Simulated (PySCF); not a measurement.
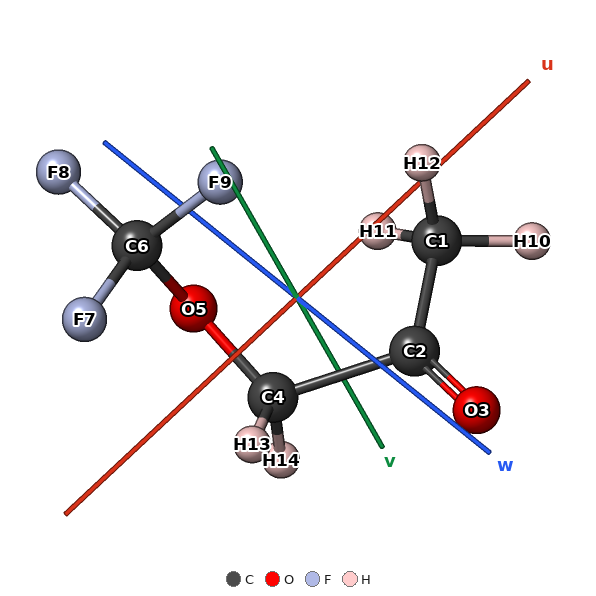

The lines u, v and w are the principal axes of the g tensor. State: charge +1, doublet. The geometry was computed by an optimisation with GFN2-xTB. No frequency run is at hand to confirm it as a minimum. Properties computed with UKS B3LYP, pcH-1 on C F H O, non-relativistic, mean-field spin-orbit, GIAO (PySCF 2.14.0).

**Along which axis does g lie farthest from the free-electron value?**

Along v (nearly parallel to the O5–C6 bond): the shift is 5476 ppm.

Give the principal values and shifts.

| axis | g | shift (ppm) |
| --- | --- | --- |
| u | 2.00267 | 355 |
| v | 2.00780 | 5476 |
| w | 2.00103 | −1293 |
